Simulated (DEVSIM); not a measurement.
Structure: Al0.1Ga0.9As/GaAs p-n heterojunction, at 250 K.

```tsv
layer (left to right)	material	thickness (μm)	Nd (cm⁻³)	Na (cm⁻³)	τn (s)	τp (s)
1	Al0.1Ga0.9As	0.740	-	4.5e14	4.2e-9	4.2e-9
2	GaAs	0.820	1.3e15	-	4.2e-9	4.2e-9
```

Left contact: ohmic. Right contact: ohmic. Voltage is applied to the left contact. Recombination: SRH at mid-gap, radiative. Mobility is μmin + (μ − μmin)/(1 + (N/Nref)^α).

The device is made up for the run: typed textbook-type constants, with dimensions and the other settings drawn at random. Values at 300 K; Nc and Nv go as T^1.5, mobilities as T to minus their exponent, the gap by Varshni's rule with the affinity fixed.

```csv
parameter,Al0.1Ga0.9As,GaAs
gap (eV),1.5487,1.424
affinity (eV),3.991,4.07
permittivity,12.62,12.9
Nc (cm⁻³),5.17e17,4.7e17
Nv (cm⁻³),9e18,9e18
μn (cm²/Vs),6520,8500
μp (cm²/Vs),317,400
"μn,min",500,500
"μp,min",20,20
"Nref,n",6e16,6e16
"Nref,p",1.5e17,1.5e17
αn,0.39,0.39
αp,0.38,0.38
T exponent of μn,2.1,2.1
T exponent of μp,2.2,2.2
B (cm³/s),2e-10,2e-10
Varshni α (eV/K),0.000541,0.000541
Varshni β (K),204,204
```

DEVSIM, 1D drift-diffusion, Boltzmann statistics, complete ionisation; no tunnelling, impact ionisation, image-force lowering or self-heating. Band offsets follow the typed affinities; no thermionic-emission limit at abrupt steps, no polarisation charge.

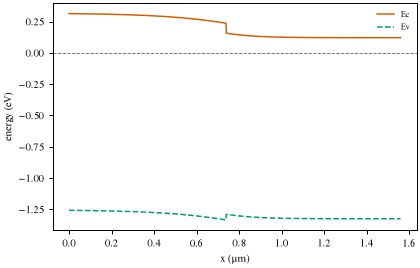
Fig. 1. Band edges at 1.05 V on the left contact

Energies count from the Fermi level of the right contact; mesh points crowd at the junctions.

```tsv
x (μm)	Ec (eV)	Ev (eV)	n (cm⁻³)	p (cm⁻³)	field (V/cm)
0.000	0.313	-1.258	< 1e2	4.5e14	-240
0.005594	0.313	-1.258	2.9e9	4.5e14	-240
0.01762	0.313	-1.258	9.3e9	4.4e14	-240
0.04347	0.312	-1.258	2.3e10	4.3e14	-240
0.1329	0.310	-1.261	7.6e10	3.8e14	-300
0.2913	0.303	-1.268	2.0e11	2.8e14	-570
0.5228	0.281	-1.290	7.9e11	9.5e13	-1500
0.6637	0.255	-1.316	2.8e12	2.6e13	-2300
0.7071	0.245	-1.326	4.6e12	1.5e13	-2500
0.7273	0.240	-1.331	5.8e12	1.1e13	-2700
0.7367	0.237	-1.334	6.6e12	9.9e12	-2700
0.7433	0.156	-1.290	2.5e14	7.5e13	-2600
0.7528	0.154	-1.292	2.8e14	6.7e13	-2500
0.7732	0.149	-1.297	3.5e14	5.3e13	-2200
0.8393	0.137	-1.309	6.1e14	3.0e13	-1400
0.9594	0.127	-1.319	1.0e15	1.6e13	-520
1.197	0.122	-1.325	1.3e15	7.8e12	-60
1.394	0.121	-1.325	1.3e15	3.5e12	≈ 0
1.505	0.121	-1.325	1.3e15	1.2e12	≈ 0
1.537	0.121	-1.325	1.3e15	4.8e11	≈ 0
1.552	0.121	-1.325	1.3e15	1.7e11	≈ 0
1.560	0.121	-1.325	1.3e15	< 1e2	≈ 0
```
